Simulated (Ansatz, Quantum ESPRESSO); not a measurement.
**ScAl3 (Pm-3m): zone-centre phonons**

Wanted: the vibrations of ScAl3 (Pm-3m) at Γ, by two programs.

Program: Quantum ESPRESSO 7.5. Level of theory: DFT PBE, scalar-relativistic, plane waves, JTH PAW pseudopotentials. Results are calculated unless marked as measured.

### Step 1. The starting structure

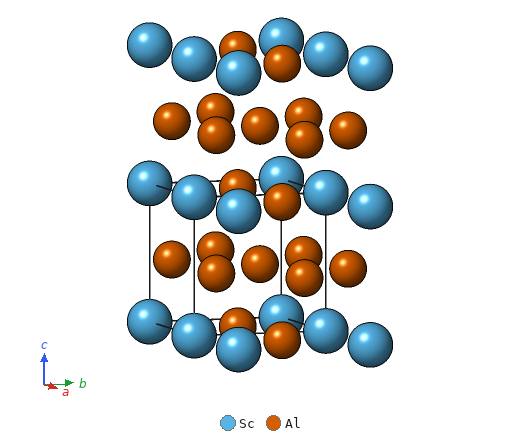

The starting structure, seen slightly off an axis (scandium blue, aluminium orange). 2×1×2 cells are drawn. Some periodic images of atoms are drawn too.

As a file:

```cif
data_structure
_symmetry_space_group_name_H-M 'P 1'
_symmetry_Int_Tables_number 1
_cell_length_a 4.0878
_cell_length_b 4.0878
_cell_length_c 4.0878
_cell_angle_alpha 90.000
_cell_angle_beta 90.000
_cell_angle_gamma 90.000
_cell_volume 68.31
loop_
_atom_site_label
_atom_site_type_symbol
_atom_site_fract_x
_atom_site_fract_y
_atom_site_fract_z
_atom_site_occupancy
Sc1 Sc 0.00000 0.00000 0.00000 1
Al2 Al 0.50000 0.00000 0.50000 1
Al3 Al 0.00000 0.50000 0.50000 1
Al4 Al 0.50000 0.50000 0.00000 1
```

### Step 2. A first look

Before anything dear is run, a loose run with smearing shows whether this is a metal and how far the cell is from rest.

probe.in

```
 &control
    calculation='scf',
    prefix='x',
    outdir='./tmp',
    pseudo_dir='./pseudo',
    tprnfor=.true.,
    tstress=.true.,
    verbosity='high',
 /
 &system
    ibrav=0,
    nat=4,
    ntyp=2,
    ecutwfc=40.0,
    ecutrho=200.0,
    occupations='smearing',
    smearing='gaussian',
    degauss=0.01,
 /
 &electrons
    conv_thr=1.0d-07,
    mixing_beta=0.7,
    electron_maxstep=100,
 /
ATOMIC_SPECIES
 Sc     44.9559  Sc.upf
 Al     26.9815  Al.upf
CELL_PARAMETERS angstrom
     4.087806570    0.000000000    0.000000000
     0.000000000    4.087806570    0.000000000
     0.000000000    0.000000000    4.087806570
ATOMIC_POSITIONS crystal
 Sc     0.000000000   0.000000000   0.000000000
 Al     0.500000000   0.000000000   0.500000000
 Al     0.000000000   0.500000000   0.500000000
 Al     0.500000000   0.500000000   0.000000000
K_POINTS automatic
 4 4 4 0 0 0
```

Started as:

```bash
$ OMP_NUM_THREADS=1 mpirun -n 4 pw.x -nk 4 -in probe.in > probe.out
```

Log:

```text
[banners, grids, parts of the stress and lines that vanish by symmetry left out]
Program PWSCF v.7.5
     file Sc.upf: wavefunction(s)  4S 3P 0P 3D 0D renormalized
     file Al.upf: wavefunction(s)  3S 0S 3P 0P renormalized
[...]
kinetic-energy cutoff     =      40.0000  Ry
     charge density cutoff     =     200.0000  Ry
     scf convergence threshold =      1.0E-07
[...]
Exchange-correlation= SLA PW PBX PBC
                           (   1   4   3   4   0   0   0)
[...]
48 Sym. Ops., with inversion, found
[...]
(     0          1          0      )
                  (     0          0          1      )
[...]
(  0.0000000  1.0000000  0.0000000 )
                  (  0.0000000  0.0000000  1.0000000 )
[...]
(     0         -1          0      )
                  (     0          0          1      )
[...]
(     1          0          0      )
[...]
( -1.0000000  0.0000000  0.0000000 )
                  (  0.0000000  1.0000000  0.0000000 )
[...]
number of k points=    10  Gaussian smearing, width (Ry)=  0.0100
[...]
End of self-consistent calculation
[...]
the Fermi energy is     9.2130 ev
!    total energy              =    -275.59416752 Ry
[...]
convergence has been achieved in   9 iterations
[...]
atom    1 type  1   force =     0.00000000    0.00000000    0.00000000
     atom    2 type  2   force =     0.00000000    0.00000000    0.00000000
     atom    3 type  2   force =     0.00000000    0.00000000    0.00000000
     atom    4 type  2   force =     0.00000000    0.00000000    0.00000000
[...]
Total force =     0.000000     Total SCF correction =     0.000000
[...]
total   stress  (Ry/bohr**3)                   (kbar)     P=       14.24
[...]
XML data file, charge density, pseudopotentials, collected wavefunctions

   JOB DONE.
```

The job ended after 3.7 s (4 MPI ranks of Arm Neoverse V2, shared host; 14 s of CPU time).

Numbers from this step:

| Property | Result |
| --- | --- |
| volume per atom | 17.08 Å³ |
| pressure | 1.424 GPa |
| gap on the k-mesh | 0 eV |

No gap opens on this mesh, so smearing is kept; the start stands at 1.4 GPa.

### Step 3. Relaxing the cell and atoms

The relaxation runs at a cutoff a fifth above that of the response, since stress converges more slowly with the basis than frequencies do. Forces and stress are brought to rest with tight thresholds.

relax.in

```
 &control
    calculation='vc-relax',
    prefix='x',
    outdir='./tmp',
    pseudo_dir='./pseudo',
    tprnfor=.true.,
    tstress=.true.,
    forc_conv_thr=2.0d-05,
    etot_conv_thr=1.0d-07,
    nstep=40,
 /
 &system
    ibrav=0,
    nat=4,
    ntyp=2,
    ecutwfc=48,
    ecutrho=240.0,
    occupations='smearing',
    smearing='mv',
    degauss=0.02,
 /
 &electrons
    conv_thr=1.0d-11,
    mixing_beta=0.7,
    electron_maxstep=100,
 /
 &ions
 /
 &cell
    press_conv_thr=0.2,
 /
ATOMIC_SPECIES
 Sc     44.9559  Sc.upf
 Al     26.9815  Al.upf
CELL_PARAMETERS angstrom
     4.087806570    0.000000000    0.000000000
     0.000000000    4.087806570    0.000000000
     0.000000000    0.000000000    4.087806570
ATOMIC_POSITIONS crystal
 Sc     0.000000000   0.000000000   0.000000000
 Al     0.500000000   0.000000000   0.500000000
 Al     0.000000000   0.500000000   0.500000000
 Al     0.500000000   0.500000000   0.000000000
K_POINTS automatic
 8 8 8 0 0 0
```

Started as:

```bash
$ OMP_NUM_THREADS=1 mpirun -n 4 pw.x -nk 4 -in relax.in > relax.out
```

Log:

```text
[banners, grids, parts of the stress and lines that vanish by symmetry left out]
[banner, memory and clock lines left out]
Program PWSCF v.7.5

[...]
kinetic-energy cutoff     =      48.0000  Ry
     charge density cutoff     =     240.0000  Ry
     scf convergence threshold =      1.0E-11
[...]
energy convergence thresh.=      1.0E-07
     force convergence thresh. =      2.0E-05
     press convergence thresh. =      2.0E-01
     Exchange-correlation= SLA PW PBX PBC
                           (   1   4   3   4   0   0   0)
[...]
48 Sym. Ops., with inversion, found
[...]
number of k points=    35  Marzari-Vanderbilt smearing, width (Ry)=  0.0200
[...]
End of self-consistent calculation
[...]
the Fermi energy is     9.2152 ev
!    total energy              =    -275.60266244 Ry
[...]
convergence has been achieved in  15 iterations
[...]
atom    1 type  1   force =     0.00000000    0.00000000    0.00000000
     atom    2 type  2   force =     0.00000000    0.00000000    0.00000000
     atom    3 type  2   force =     0.00000000    0.00000000    0.00000000
     atom    4 type  2   force =     0.00000000    0.00000000    0.00000000
     Total force =     0.000000     Total SCF correction =     0.000000
[...]
total   stress  (Ry/bohr**3)                   (kbar)     P=       11.25
[...]
number of bfgs steps    =   0
[...]
CELL_PARAMETERS (angstrom)
[...]
ATOMIC_POSITIONS (crystal)
Sc               0.0000000000        0.0000000000        0.0000000000
Al               0.5000000000        0.0000000000        0.5000000000
Al               0.0000000000        0.5000000000        0.5000000000
Al               0.5000000000        0.5000000000        0.0000000000
[...]
New effective cutoffs (rho, wfc):  238.58   47.81
[...]
End of self-consistent calculation
[...]
the Fermi energy is     9.1524 ev
!    total energy              =    -275.60281818 Ry
[...]
convergence has been achieved in  22 iterations
[...]
atom    1 type  1   force =     0.00000000    0.00000000    0.00000000
     atom    2 type  2   force =     0.00000000    0.00000000    0.00000000
     atom    3 type  2   force =     0.00000000    0.00000000    0.00000000
     atom    4 type  2   force =     0.00000000    0.00000000    0.00000000
     Total force =     0.000000     Total SCF correction =     0.000000
[...]
total   stress  (Ry/bohr**3)                   (kbar)     P=        6.06
[...]
number of bfgs steps    =   1
[...]
CELL_PARAMETERS (angstrom)
[...]
ATOMIC_POSITIONS (crystal)
[...]
New effective cutoffs (rho, wfc):  237.58   47.61
[...]
End of self-consistent calculation
[...]
the Fermi energy is     9.0837 ev
!    total energy              =    -275.60288348 Ry
[...]
convergence has been achieved in  19 iterations
[...]
atom    1 type  1   force =     0.00000000    0.00000000    0.00000000
     atom    2 type  2   force =     0.00000000    0.00000000    0.00000000
     atom    3 type  2   force =     0.00000000    0.00000000    0.00000000
     atom    4 type  2   force =     0.00000000    0.00000000    0.00000000
     Total force =     0.000000     Total SCF correction =     0.000000
[...]
total   stress  (Ry/bohr**3)                   (kbar)     P=        0.53
[...]
number of bfgs steps    =   2
[...]
CELL_PARAMETERS (angstrom)
[...]
ATOMIC_POSITIONS (crystal)
[...]
New effective cutoffs (rho, wfc):  237.48   47.59
[...]
End of self-consistent calculation
[...]
the Fermi energy is     9.0771 ev
!    total energy              =    -275.60288398 Ry
[...]
convergence has been achieved in  21 iterations
[...]
atom    1 type  1   force =     0.00000000    0.00000000    0.00000000
     atom    2 type  2   force =     0.00000000    0.00000000    0.00000000
     atom    3 type  2   force =     0.00000000    0.00000000    0.00000000
     atom    4 type  2   force =     0.00000000    0.00000000    0.00000000
     Total force =     0.000000     Total SCF correction =     0.000000
[...]
total   stress  (Ry/bohr**3)                   (kbar)     P=        0.00
[...]
number of bfgs steps    =   3
[...]
small trust_radius: resetting bfgs history
[...]
CELL_PARAMETERS (angstrom)
[...]
ATOMIC_POSITIONS (crystal)
[...]
New effective cutoffs (rho, wfc):  237.48   47.59
[...]
End of self-consistent calculation
[...]
the Fermi energy is     9.0771 ev
!    total energy              =    -275.60288398 Ry
[...]
convergence has been achieved in   6 iterations
[...]
atom    1 type  1   force =     0.00000000    0.00000000    0.00000000
     atom    2 type  2   force =     0.00000000    0.00000000    0.00000000
     atom    3 type  2   force =     0.00000000    0.00000000    0.00000000
     atom    4 type  2   force =     0.00000000    0.00000000    0.00000000
     Total force =     0.000000     Total SCF correction =     0.000000
[...]
total   stress  (Ry/bohr**3)                   (kbar)     P=        0.00
[...]
bfgs converged in   5 scf cycles and   4 bfgs steps
[...]
End of BFGS Geometry Optimization
     Final enthalpy           =    -275.6028839800 Ry
     File ./tmp/x.bfgs deleted, as requested
[...]
CELL_PARAMETERS (angstrom)
[...]
ATOMIC_POSITIONS (crystal)
[...]
Al               0.0000000000        0.5000000000        0.5000000000
Al               0.5000000000        0.5000000000        0.0000000000
[...]
Final scf calculation at the relaxed structure.
[...]
kinetic-energy cutoff     =      48.0000  Ry
     charge density cutoff     =     240.0000  Ry
     scf convergence threshold =      1.0E-13
[...]
press convergence thresh. =      2.0E-01
     Exchange-correlation= SLA PW PBX PBC
                           (   1   4   3   4   0   0   0)
[...]
48 Sym. Ops., with inversion, found
[...]
number of k points=    35  Marzari-Vanderbilt smearing, width (Ry)=  0.0200
[...]
c_bands:  1 eigenvalues not converged
     c_bands:  1 eigenvalues not converged
     c_bands:  4 eigenvalues not converged
     c_bands:  1 eigenvalues not converged
     c_bands:  1 eigenvalues not converged
[...]
End of self-consistent calculation
[...]
the Fermi energy is     9.0771 ev
!    total energy              =    -275.60289505 Ry
[...]
convergence has been achieved in  25 iterations
[...]
atom    1 type  1   force =     0.00000000    0.00000000    0.00000000
     atom    2 type  2   force =     0.00000000    0.00000000    0.00000000
     atom    3 type  2   force =     0.00000000    0.00000000    0.00000000
     atom    4 type  2   force =     0.00000000    0.00000000    0.00000000
     Total force =     0.000000     Total SCF correction =     0.000000
[...]
total   stress  (Ry/bohr**3)                   (kbar)     P=       -0.01
[...]
XML data file, charge density, pseudopotentials, collected wavefunctions
```

Wall time 68 s (4 MPI ranks); 4.5 min of CPU time.

Step by step:

```tsv
step	energy less that of the first step (eV)	largest force (eV/Å)	pressure (GPa)	volume (Å³)
1	0.0000	0.0000	1.12	68.31
2	-0.0021	0.0000	0.61	68.70
3	-0.0030	0.0000	0.05	69.13
4	-0.0030	0.0000	0.00	69.18
5	-0.0030	0.0000	0.00	69.18
6	-0.0032	0.0000	0.00	69.18
```

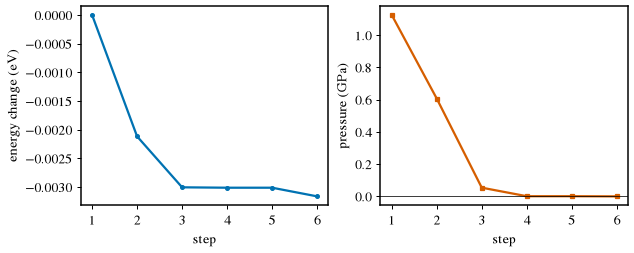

Energy and pressure along the relaxation.

```tsv
conventional cell, symmetrised	before	after	change
a (Å)	4.088	4.105	+0.4 %
b (Å)	4.088	4.105	+0.4 %
c (Å)	4.088	4.105	+0.4 %
volume (Å³/atom)	17.08	17.29	+1.3 %
```

Final coordinates:

```xyz
4
Lattice="4.1051 0.0000 0.0000 0.0000 4.1051 0.0000 0.0000 0.0000 4.1051" Properties=species:S:1:pos:R:3 pbc="T T T"
Sc    0.0000    0.0000    0.0000
Al    2.0525    0.0000    2.0525
Al    0.0000    2.0525    2.0525
Al    2.0525    2.0525    0.0000
```

The last row of the table of steps is pw.x's closing run on a basis chosen anew for the final cell, so its energy can jump.

Read from the output:

- volume per atom: 17.29 Å³
- pressure: -0.001 GPa

The volume changes by +1.3 % from the cell with which this run began.

### Step 4. Self-consistent run for the response

Perturbation theory inherits every error of the wavefunctions, so the threshold is set near the limit of the arithmetic. Smearing stays on, as the first look found no gap above 0.3 eV.

scf.in

```
 &control
    calculation='scf',
    prefix='x',
    outdir='./tmp',
    pseudo_dir='./pseudo',
    tprnfor=.true.,
    tstress=.true.,
 /
 &system
    ibrav=0,
    nat=4,
    ntyp=2,
    ecutwfc=40.0,
    ecutrho=200.0,
    occupations='smearing',
    smearing='mv',
    degauss=0.02,
 /
 &electrons
    conv_thr=1.0d-12,
    mixing_beta=0.7,
    electron_maxstep=100,
 /
ATOMIC_SPECIES
 Sc     44.9559  Sc.upf
 Al     26.9815  Al.upf
CELL_PARAMETERS angstrom
     4.105050463    0.000000000    0.000000000
     0.000000000    4.105050463    0.000000000
     0.000000000    0.000000000    4.105050463
ATOMIC_POSITIONS crystal
 Sc     0.000000000   0.000000000   0.000000000
 Al     0.500000000   0.000000000   0.500000000
 Al     0.000000000   0.500000000   0.500000000
 Al     0.500000000   0.500000000   0.000000000
K_POINTS automatic
 8 8 8 0 0 0
```

Started as:

```bash
$ OMP_NUM_THREADS=1 mpirun -n 4 pw.x -nk 4 -in scf.in > scf.out
```

Log:

```text
[banners, grids, parts of the stress and lines that vanish by symmetry left out]
[banner, memory and clock lines left out]
Program PWSCF v.7.5

[...]
kinetic-energy cutoff     =      40.0000  Ry
     charge density cutoff     =     200.0000  Ry
     scf convergence threshold =      1.0E-12
[...]
Exchange-correlation= SLA PW PBX PBC
                           (   1   4   3   4   0   0   0)
[...]
48 Sym. Ops., with inversion, found
[...]
number of k points=    35  Marzari-Vanderbilt smearing, width (Ry)=  0.0200
[...]
End of self-consistent calculation
[...]
the Fermi energy is     9.0774 ev
!    total energy              =    -275.60272994 Ry
[...]
convergence has been achieved in  24 iterations
[...]
atom    1 type  1   force =     0.00000000    0.00000000    0.00000000
     atom    2 type  2   force =     0.00000000    0.00000000    0.00000000
     atom    3 type  2   force =     0.00000000    0.00000000    0.00000000
     atom    4 type  2   force =     0.00000000    0.00000000    0.00000000
     Total force =     0.000000     Total SCF correction =     0.000000
[...]
total   stress  (Ry/bohr**3)                   (kbar)     P=       -0.02
[...]
XML data file, charge density, pseudopotentials, collected wavefunctions
```

It took 11 s on 4 MPI ranks; 44 s of CPU time.

Numbers from this step:

```
pressure : -0.002 GPa
```

The cell stands at -0.002 GPa, close enough for phonons.

(Part 1 of 3 ends here.)

[Host names and launcher messages were left out of these logs when they were recorded.]

[Logs are printed without paths, hosts, clocks, repeated set-up lines and the standing remarks that a program may print on its own settings, such as how far it seeks lower states.]

[Hosts, paths, dates, database ids (printed as entryN), source tags and the programs' standing remarks are cut or masked in the printed files.]
